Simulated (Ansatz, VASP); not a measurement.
# MgO (Periclase): VASP beside Ansatz

Wanted: the spread between two codes on one cell, functional and k mesh.

Calculated with Ansatz 0.2.0; plane waves, with VASP 6.6.1 beside it; band structure at B3LYP and band structure at PBE-EpsX.

The database entry behind the starting cell differs from later determinations by our own check (about 0.1 % long), so it need not match the best structure at ambient conditions.

## (1) Set-up

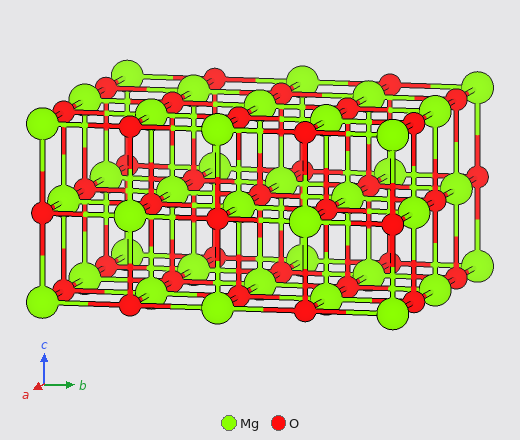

Start, viewed slightly off an axis; magnesium green, oxygen red. 2×2×1 cells are drawn. This picture shows the conventional cell, with its axes. Some periodic images of atoms are drawn too.

Coordinates:

```xyz
2
Lattice="0.0000 2.1085 2.1085 2.1085 0.0000 2.1085 2.1085 2.1085 0.0000" Properties=species:S:1:pos:R:3 pbc="T T T"
Mg    0.0000    0.0000    0.0000
O     2.1085    2.1085    2.1085
```

## (2) VASP: band structure, B3LYP

Levels along a path test the potential and the projectors away from the mesh points.

Lines of VASP's logs that name or quote its potential files are left out, and so is its time.

Input file INCAR:

```
SYSTEM = MgO
PREC = Accurate
ENCUT = 520
EDIFF = 1E-06
NELM = 100
ISMEAR = 0
SIGMA = 0.02
LREAL = .FALSE.
ALGO = Normal
LHFCALC = .TRUE.
AEXX = 0.2
GGA = B3
AGGAX = 0.72
AGGAC = 0.81
ALDAC = 0.19
LASPH = .TRUE.
NBANDS = 10
PRECFOCK = Fast
HFRCUT = -1
LORBIT = 11
LWAVE = .FALSE.
LCHARG = .FALSE.
KPAR = 4
```

Input file POSCAR:

```
MgO
1.0
    0.0000000000      2.1085000000      2.1085000000
    2.1085000000      0.0000000000      2.1085000000
    2.1085000000      2.1085000000      0.0000000000
Mg O
1 1
Direct
    0.0000000000      0.0000000000      0.0000000000
    0.5000000000      0.5000000000      0.5000000000
```

Input file KPOINTS:

```
Automatic mesh
0
Gamma
6 6 6
0 0 0
```

Input file KPOINTS_OPT:

```
Line mode
6
Line-mode
Reciprocal
  0.00000000   0.00000000   0.00000000 GAMMA
  0.50000000   0.00000000   0.50000000 X

  0.50000000   0.00000000   0.50000000 X
  0.50000000   0.25000000   0.75000000 W

  0.50000000   0.25000000   0.75000000 W
  0.37500000   0.37500000   0.75000000 K

  0.37500000   0.37500000   0.75000000 K
  0.00000000   0.00000000   0.00000000 GAMMA

  0.00000000   0.00000000   0.00000000 GAMMA
  0.50000000   0.50000000   0.50000000 L

  0.50000000   0.50000000   0.50000000 L
  0.62500000   0.25000000   0.62500000 U

  0.62500000   0.25000000   0.62500000 U
  0.50000000   0.25000000   0.75000000 W

  0.50000000   0.25000000   0.75000000 W
  0.50000000   0.50000000   0.50000000 L

  0.50000000   0.50000000   0.50000000 L
  0.37500000   0.37500000   0.75000000 K

  0.62500000   0.25000000   0.62500000 U
  0.50000000   0.00000000   0.50000000 X
```

The projector-augmented-wave data sets are Mg and O (PBE family, release 64).

Command:

```bash
mpirun -np 4 vasp_std
```

Numbers of over 12 decimals in the logs are rounded to 6 here.

The log of the run:

```text
[banner, memory and clock lines left out]
running    4 mpi-ranks, on    1 nodes
 distrk:  each k-point on    1 cores,    4 groups
 distr:  one band on    1 cores,    1 groups

 POSCAR found type information on POSCAR MgO
 POSCAR found :  2 types and       2 ions
|                                                                             |
|               ----> ADVICE to this user running VASP <----                  |
|                                                                             |
|     You enforced a specific xc type in the INCAR file but a different       |
|     [... a line on the potential file left out ...]
|     I HOPE YOU KNOW WHAT YOU ARE DOING!                                     |
|                                                                             |

 LDA part: xc-table for (Slater(with rela. corr.)+VWN3), standard interpolation
 found WAVECAR, reading the header
 POSCAR, INCAR and KPOINTS ok, starting setup
 FFT: planning ... GRIDC
 FFT: planning ... GRID_SOFT
 FFT: planning ... GRID
 HFRCUT set to (new)   9.887929
 reading WAVECAR
 the WAVECAR file was read successfully
 initial charge from wavefunction
 entering main loop
       N       E                     dE             d eps       ncg     rms          rms(c)
DAV:   1    -0.138259751929E+02   -0.13826E+02   -0.48368E-01   320   0.315E+00    0.690E-01
DAV:   2    -0.138146226401E+02    0.11353E-01   -0.34724E-02   330   0.135E+00    0.192E-01
DAV:   3    -0.138150352122E+02   -0.41257E-03   -0.11130E-02   328   0.667E-01    0.149E-01
DAV:   4    -0.138151165868E+02   -0.81375E-04   -0.90344E-05   326   0.103E-01    0.879E-02
DAV:   5    -0.138150829165E+02    0.33670E-04   -0.18755E-04   332   0.111E-01    0.385E-02
DAV:   6    -0.138150879709E+02   -0.50544E-05   -0.11463E-05   332   0.352E-02    0.217E-02
DAV:   7    -0.138150884762E+02   -0.50533E-06   -0.35039E-06   320   0.144E-02
   1 F= -.13815088E+02 E0= -.13815088E+02  d E =-.299010E-50
 Start KPOINTS_OPT (optional k-point list driver)
k-point batch [1-16\60]
       N       E                     dE             ncg
DAV:   1    -0.325912861509E+02   -0.52031E+04      384
DAV:   2    -0.482014466332E+03   -0.44942E+03      370
DAV:   3    -0.494879834121E+03   -0.12865E+02      368
DAV:   4    -0.494969261862E+03   -0.89428E-01      366
DAV:   5    -0.494969479262E+03   -0.21740E-03      366
DAV:   6    -0.494969480117E+03   -0.85424E-06      372
[...]
k-point batch [49-60\60]
       N       E                     dE             ncg
DAV:   1     0.146779956692E+04   -0.45287E+04      256
DAV:   2     0.109061568140E+04   -0.37718E+03      286
DAV:   3     0.107876143748E+04   -0.11854E+02      274
DAV:   4     0.107867380630E+04   -0.87631E-01      278
DAV:   5     0.107867360568E+04   -0.20062E-03      282
DAV:   6     0.107867360488E+04   -0.79741E-06      288
```

OUTCAR, selected parts (step 2):

```text
ion  position               nearest neighbor table
   1  0.000  0.000  0.000-   2 2.11   2 2.11   2 2.11   2 2.11   2 2.11   2 2.11
   2  0.500  0.500  0.500-   1 2.11   1 2.11   1 2.11   1 2.11   1 2.11   1 2.11

  LATTYP: Found a face centered cubic cell.
 ALAT       =     4.2170000000

 Subroutine GETGRP returns: Found 48 space group operations
 (whereof 48 operations were pure point group operations)

The static configuration has the point symmetry O_h .

 Found     16 irreducible k-points:

   k-points           NKPTS =     16   k-points in BZ     NKDIM =    216   number of bands    NBANDS=     10

   dimension x,y,z NGX =    24 NGY =   24 NGZ =   24
   dimension x,y,z NGXF=    48 NGYF=   48 NGZF=   48

   ENCUT  =  520.0 eV  38.22 Ry    6.18 a.u.   5.54  5.54  5.54*2*pi/ulx,y,z

   NELECT =       8.0000    total number of electrons

 k-points in reciprocal lattice and weights: Automatic mesh
   0.00000000  0.00000000  0.00000000       0.005
   0.16666667  0.00000000  0.00000000       0.037
   0.33333333  0.00000000  0.00000000       0.037
   0.50000000  0.00000000  0.00000000       0.019
   0.16666667  0.16666667  0.00000000       0.028
   0.33333333  0.16666667  0.00000000       0.111
   0.50000000  0.16666667  0.00000000       0.111
  -0.33333333  0.16666667  0.00000000       0.111
  -0.16666667  0.16666667  0.00000000       0.056
[...]
-0.33333333  0.33333333  0.16666667       0.111
  -0.33333333  0.50000000  0.16666667       0.056

  exchange ACFDT corr.  =         0.00000000  see jH, gK, PRB 81, 115126

 average (electrostatic) potential at core
       1 -31.4151       2 -64.2073

 E-fermi :   2.1652

 k-point     1 :       0.0000    0.0000    0.0000
  band No.  band energies     occupation
      1     -16.4187      2.00000
      2       1.9578      2.00000
      3       1.9578      2.00000
      4       1.9578      2.00000
      5       8.8962      0.00000
      6      20.0966      0.00000
      7      20.0966      0.00000
      8      20.0966      0.00000
      9      24.4436      0.00000
    ...

 k-point     2 :       0.1667    0.0000    0.0000
  band No.  band energies     occupation
      1     -16.1274      2.00000
      2       0.4459      2.00000
      3       1.7725      2.00000
      4       1.7725      2.00000
      5      10.3272      0.00000
      6      17.8607      0.00000
      7      20.6849      0.00000
      8      20.6849      0.00000
      9      24.4995      0.00000
    ...

 k-point     3 :       0.3333    0.0000    0.0000
  band No.  band energies     occupation
      1     -15.4741      2.00000
      2      -1.8257      2.00000
      3       1.4264      2.00000
      4       1.4264      2.00000
      5      11.9363      0.00000
      6      16.7782      0.00000
      7      20.8536      0.00000
      8      20.8536      0.00000
      9      25.3085      0.00000
    ...

  energy-cutoff  :      520.00
  volume of cell :       18.75
      direct lattice vectors                 reciprocal lattice vectors
     0.000000000  2.108500000  2.108500000    -0.237135404  0.237135404  0.237135404
     2.108500000  0.000000000  2.108500000     0.237135404 -0.237135404  0.237135404
     2.108500000  2.108500000  0.000000000     0.237135404  0.237135404 -0.237135404

 POSITION                                       TOTAL-FORCE (eV/Angst)
 -----------------------------------------------------------------------------------
      0.00000      0.00000      0.00000        -0.000000      0.000000      0.000000
      2.10850      2.10850      2.10850         0.000000     -0.000000     -0.000000
 -----------------------------------------------------------------------------------
    total drift:                               -0.000000      0.000000      0.000000

  FREE ENERGIE OF THE ION-ELECTRON SYSTEM (eV)
  ---------------------------------------------------
  free  energy   TOTEN  =       -13.8150884762 eV

  energy  without entropy=      -13.8150884762  energy(sigma->0) =      -13.81508848

 total charge
# of ion       s       p       d       tot
------------------------------------------
    1        0.143   0.176   0.078   0.397
    2        1.538   3.598   0.000   5.136
--------------------------------------------------
tot          1.681   3.774   0.078   5.533

[... 3 further parts left out ...]
```

## (3) Ansatz: band structure, B3LYP

Ansatz runs on its default PAW (the set named soft_2) files.

The same cell, functional (in two slightly different forms), mesh and smearing now go to Ansatz, which takes its cutoff from its data sets.

Input file input.yaml:

```yaml
crystal:
  lattice:
    - [0.0, 2.1085, 2.1085]
    - [2.1085, 0.0, 2.1085]
    - [2.1085, 2.1085, 0.0]
  atoms:
    - { symbol: Mg, position: [0.0, 0.0, 0.0] }
    - { symbol: O, position: [0.5, 0.5, 0.5] }
hamiltonian:
  xc: b3lyp
  pseudopotentials: { kind: paw }
kpoints:
  mp_grid: { grid: [6, 6, 6] }
  band_path:
    path:
      - [0.0, 0.0, 0.0]
      - [0.5, 0.0, 0.5]
      - [0.5, 0.2, 0.7]
      - [0.4, 0.35, 0.75]
      - [0.15, 0.15, 0.3]
      - [0.2, 0.2, 0.2]
      - [0.55, 0.4, 0.55]
      - [0.6, 0.25, 0.65]
      - [0.5, 0.25, 0.75]
      - [0.5, 0.5, 0.5]
      - [0.375, 0.375, 0.75]
      - [0.5, 0.0, 0.5]
    npoints: 1
scf:
  occupations: { method: gaussian, width: 0.02 }
  n_extra_bands: 7
output:
  forces: true
  stress: true
  eigenvalues: true
  write_density: true
  write_potential: true
  elf: true
  volumetric_format: npy
```

Command:

```bash
ansatz run input.yaml --threads 4 --pin off --max-ram 9216MiB --backend cpu --events-out ev --progress --plain --runs-dir out
```

The log of the run:

```text
Warning: output.stress: scf.convergence.dr2_threshold = 1e-7 eV (the SCF's general default) is looser than the 2e-10 eV advised for a printed stress (1e-10 eV for each atom of the cell: 2). What an SCF threshold leaves in a stress goes as its square root, and in the free energy as the threshold itself, and one threshold admits the most on a small cell: [figures from the program's tests cut] Set scf.convergence.dr2_threshold to 2e-10 eV or tighter. The threshold is an SCF's pass mark: one that does not reach it within its budget of iterations ends unconverged, or closes short of it on a stop that the run arms, and scf.convergence.dr2_threshold's page says what that costs each kind of run
Warning: output.stress: scf.exx.energy_threshold = 1e-6 eV is looser than the 2e-8 eV advised for a stress under a hybrid functional (1e-8 eV for each atom of the cell: 2). Every SCF of the exchange loop can meet its threshold on dr2 while the loop round them stops early: no threshold on dr2 bounds what that leaves in the stress. Set scf.exx.energy_threshold to 2e-8 eV or tighter. The threshold is the loop's pass mark: a loop that does not reach it within its budget of cycles ends unconverged, and scf.exx.energy_threshold's page has the law
scf.n_extra_bands = 7 over 8 filled bands (N_el = 16.0): the run solves 15 bands
Engine: ansatz 0.2.0, aarch64-unknown-linux-gnu
Pseudopotentials: kind: paw
Pseudopotential: Mg, paw, valence charge 10, recommended cutoff 420 eV (normal), Mg.paw.azcp
Pseudopotential: O, paw, valence charge 6, recommended cutoff 420 eV (normal), O.paw.azcp
Functional definition: B3LYP
  parameter a0 = 0.2
  parameter ax = 0.72
  parameter ac = 0.81
  exchange = (1 - a0 - ax)*slater_x + ax*b88_x + a0*exact_x
  correlation = (1 - ac)*vwn_rpa_c + ac*lyp_c
Crystal: 2 atoms, lattice volume = 18.748 Å³
Basis set: ecut = 420 eV, 339 PW (Γ), exchange–correlation on 40×40×40 points (8 copies of the dense FFT grid, shifted against one another)
Bands: 15, of which v1, the nominal top of the filled ones, is band 8 counted from 1 (7 counted from 0)
Symmetry: 48 space group operations
Space group: Fm-3m (ITA 225), of the structure as read, at distance tolerance 2.7e-5 Å
k-points: 16 of 216
Non-local potential: Mg, projectors of the file, l = 0: 3, l = 1: 2, l = 2: 1
Non-local potential: O, projectors of the file, l = 0: 2, l = 1: 2, l = 2: 1
PAW form: soft (Blöchl's): semilocal exchange-correlation on the pseudo side does not see the compensation charge
PAW frozen core: Mg, regenerated for the run's functional, and the local potential with it (the file was generated under x = pbe(κ = 0.804, μ = 0.219515), c = pbe(β = 0.066725))
PAW frozen core: O, regenerated for the run's functional, and the local potential with it (the file was generated under x = pbe(κ = 0.804, μ = 0.219515), c = pbe(β = 0.066725))
PAW one-centre angular grid: Mg, 110 points (default); XC on 64 Gauss nodes
PAW one-centre angular grid: O, 110 points (default); XC on 64 Gauss nodes
Initial density: superposition of atomic densities (neutral atoms: chi_scale 0, normalization atom), corrected by the library's trained network
Initial wavefunctions: pseudopotential atomic-orbital guess
Functional: x = 0.1 slater + 0.9 b88, c = 0.19 vwn_rpa + 0.81 lyp, warm-up for x = 0.08 slater + 0.72 b88 + 0.2 exact, c = 0.19 vwn_rpa + 0.81 lyp
SCF iter   1: F=—  HF=-2499.264055 eV  |F-HF|=—  |Δ(HF+E_count)|=         —  Δρ=1.75e-2  dr2=4.03e-2  ethr=1.77e-3  ⟨swp⟩=6.8  Hψ=1074  notcnv=0
preconditioner: auto → none  [insulator: Δε(μ)=5.113 eV  Ē_g=22.802 eV  σ=0.020 eV  W_gap=1.00  n_scr=8 (ndim 8)  ℏωp=24.3 eV  f_vac=0.000  D(μ)=0.00/eV (n_scr^D=0)]
iter 2 solved again at ethr=2.29e-5 eV; its pass at ethr=2.52e-4 eV (dr2=3.67e-3 eV) is discarded
SCF iter   2: F=—  HF=-2499.253311 eV  |F-HF|=—  |Δ(HF+E_count)|=   1.07e-2  Δρ=4.66e-3  dr2=3.59e-3  ethr=2.29e-5  ⟨swp⟩=2.6  Hψ=979  notcnv=0  defer=5
SCF iter   3: F=-2499.252474 eV  HF=-2499.252469 eV  |F-HF|=5.41e-6  |Δ(HF+E_count)|=   8.42e-4  Δρ=6.32e-4  dr2=4.85e-5  ethr=2.24e-5  ⟨swp⟩=3.1  Hψ=533  notcnv=0  defer=3
SCF 1 stopped early in 3 iterations: F = -2499.252474 eV  dr2 = 4.85e-5
  greatest PAW one-centre occupation: 1.000 electrons in one spin orbital (limit 2), on the Mg atom at site 0 (counted from 0), in its partial waves of l = 0
Initial density: handed on by an earlier stage of this run
Initial wavefunctions: those handed on with the density
Functional: x = 0.08 slater + 0.72 b88 + 0.2 exact, c = 0.19 vwn_rpa + 0.81 lyp
Frozen-core exchange: fock
SCF iter   1: F=—  HF=-2500.092218 eV  |F-HF|=—  |Δ(HF+E_count)|=         —  Δρ=6.52e-3  dr2=5.10e-3  ethr=3.03e-6  ⟨swp⟩=4.9  Hψ=967  notcnv=0
preconditioner: auto → none  [insulator: Δε(μ)=6.960 eV  Ē_g=25.432 eV  σ=0.020 eV  W_gap=1.00  n_scr=8 (ndim 8)  ℏωp=24.3 eV  f_vac=0.000  D(μ)=0.00/eV (n_scr^D=0)]
SCF iter   2: F=—  HF=-2500.090319 eV  |F-HF|=—  |Δ(HF+E_count)|=   1.90e-3  Δρ=3.27e-3  dr2=9.00e-4  ethr=3.03e-6  ⟨swp⟩=3.0  Hψ=573  notcnv=0
SCF iter   3: F=—  HF=-2500.092061 eV  |F-HF|=—  |Δ(HF+E_count)|=   1.74e-3  Δρ=9.55e-4  dr2=9.05e-5  ethr=3.03e-6  ⟨swp⟩=3.2  Hψ=444  notcnv=0  defer=1
SCF iter   4: F=—  HF=-2500.092025 eV  |F-HF|=—  |Δ(HF+E_count)|=   3.59e-5  Δρ=1.40e-4  dr2=3.12e-6  ethr=4.98e-7  ⟨swp⟩=2.6  Hψ=398  notcnv=0
SCF iter   5: F=-2500.092036 eV  HF=-2500.092035 eV  |F-HF|=9.00e-7  |Δ(HF+E_count)|=   1.02e-5  Δρ=5.48e-5  dr2=7.28e-7  ethr=1.03e-8  ⟨swp⟩=3.2  Hψ=565  notcnv=0
SCF 2 stopped early in 5 iterations: F = -2500.092036 eV  dr2 = 7.28e-7
  greatest PAW one-centre occupation: 1.000 electrons in one spin orbital (limit 2), on the Mg atom at site 0 (counted from 0), in its partial waves of l = 1
hybrid outer 1: dexx = +2.147e-3 eV, tail = 1.99e-5 eV
Frozen-core exchange: fock
SCF iter   1: F=—  HF=-2500.092049 eV  |F-HF|=—  |Δ(HF+E_count)|=         —  Δρ=5.91e-5  dr2=5.89e-7  ethr=6.22e-7  ⟨swp⟩=2.9  Hψ=505  notcnv=0
preconditioner: auto → none  [insulator: Δε(μ)=6.963 eV  Ē_g=25.396 eV  σ=0.020 eV  W_gap=1.00  n_scr=8 (ndim 8)  ℏωp=24.3 eV  f_vac=0.000  D(μ)=0.00/eV (n_scr^D=0)]
SCF iter   2: F=—  HF=-2500.092049 eV  |F-HF|=—  |Δ(HF+E_count)|=   2.15e-7  Δρ=2.21e-5  dr2=4.97e-8  ethr=3.61e-9  ⟨swp⟩=3.1  Hψ=458  notcnv=0
SCF iter   3: F=—  HF=-2500.092049 eV  |F-HF|=—  |Δ(HF+E_count)|=   1.31e-8  Δρ=8.50e-6  dr2=2.11e-8  ethr=2.38e-10  ⟨swp⟩=3.0  Hψ=438  notcnv=0
SCF iter   4: F=-2500.092049 eV  HF=-2500.092049 eV  |F-HF|=6.72e-9  |Δ(HF+E_count)|=   4.58e-8  Δρ=7.04e-6  dr2=7.14e-9  ethr=7.69e-11  ⟨swp⟩=3.2  Hψ=532  notcnv=0  defer=1
SCF 3 converged in 4 iterations: F = -2500.092049 eV  dr2 = 7.14e-9
  Residual-converged pass: ⟨swp⟩=2.5  Hψ=391  notcnv=0  max |occ|·‖R‖ = 2.2e-6 eV (tolerance 2.4e-6 eV)  dr2=7.11e-9  dr2_onsite=7.76e-10  max |Δocc| = 0.0e0
hybrid outer 2: dexx = +6.299e-8 eV, tail = 1.89e-8 eV, Δε = 2.77e-3 eV (about 1.95e-4 eV left of the loop's levels)
NSCF: frozen V_eff on 12 k-points
hybrid SCF converged: 2 outer / 9 inner (+3 warm-up), last move |dexx| = 6.30e-8 eV, tail = 1.89e-8 eV
Stability not checked: this state was not tested for a lower state beside it, because the functional holds exact exchange (a hybrid, or Hartree-Fock), whose exchange loop this test does not read (fock_operator; see scf.lower_state_search)
Free energy (F): -2500.092049 eV
Frozen-core exchange: fock
Harris-Foulkes:  -2500.092049 eV  (|F-HF|=6.72e-9)
Internal energy: -2500.092049 eV  (E = F + TS)
E sigma→0 (E₀):  -2500.092049 eV
Fermi energy:    10.359515 eV
--- Per-component energies (eV) ---
  E_band       = -336.974785
  E_kinetic    = 257.216871
  E_local      = -1604.461611  (includes V_loc(G=0)·N_el)
  E_nonlocal   = 139.541220
  E_hartree    = 557.300115
  E_xc         = -86.329429
  E_vxc        = -110.018728  (∫ρ·V_xc dr)
  E_exx        = -62.575251  (= α·E_x^exact, valence–valence)
  E_paw        = -412.905573  (= ΣΔE_a)
  E_vpaw       = -8.706555  (= ΣTr[D̂ρ^β])
  E_aug_tail   = 0.002577  (compensation charges beyond the density's cutoff)
  E_ewald      = -1287.856876
  E_core_change = -0.024091  (= ΣΔE_core)
  E_smearing   = -0.000000  (= −TS)
  E_closure    = 0.000000  (closes the sum)
  Σ components = -2500.092049   (vs F -2500.092049, Δ=0.00e0)
--- Forces (eV/Å), atoms counted from 1 ---
  atom   1  Mg    -0.00000000     0.00000000    -0.00000000
  atom   2  O      0.00000000    -0.00000000     0.00000000
  max |Σ_I F_I| component: 1.74e-29 eV/Å
--- Stress (GPa, compression-positive) ---
        0.683195       0.000000       0.000000
        0.000000       0.683195       0.000000
       -0.000000       0.000000       0.683195
  P = ⅓ Tr σ = 0.6832 GPa (6.832 kbar)
--- Band table (eV; the first three rows and the last of 16) ---
  k-point 0: bands = [... 4 lower, -11.5011, 6.8784, 6.8784, 6.8784, 13.8406, 25.0013, 25.0013, 25.0013, ... 3 higher]
  k-point 1: bands = [... 4 lower, -11.2013, 5.3695, 6.6927, 6.6927, 15.2700, 22.7777, 25.5940, 25.5940, ... 3 higher]
  k-point 2: bands = [... 4 lower, -10.5314, 3.1048, 6.3467, 6.3467, 16.8769, 21.7074, 25.7981, 25.7981, ... 3 higher]
  k-point 15: bands = [... 4 lower, -9.8738, 3.2224, 4.5701, 5.1351, 19.8411, 20.5480, 21.9314, 25.8422, ... 3 higher]
```

Elapsed: 7.4 s, on 4 threads of Arm Neoverse V2, shared host; peak memory 0.54 GiB; 26 s of CPU time.

The column dr2 measures how far the density is from self-consistency, as an energy; F and HF (Harris–Foulkes) agree once it is small.

(Part 1 of 2 ends here.)

[Lines on the potential files, build, host, timing and source positions are cut from VASP's logs without a mark.]

[Logs are printed without paths, hosts, clocks, repeated set-up lines and the standing remarks that a program may print on its own settings, such as how far it seeks lower states.]

[Hosts, paths, dates, database ids (printed as entryN), source tags and the programs' standing remarks are cut or masked in the printed files.]
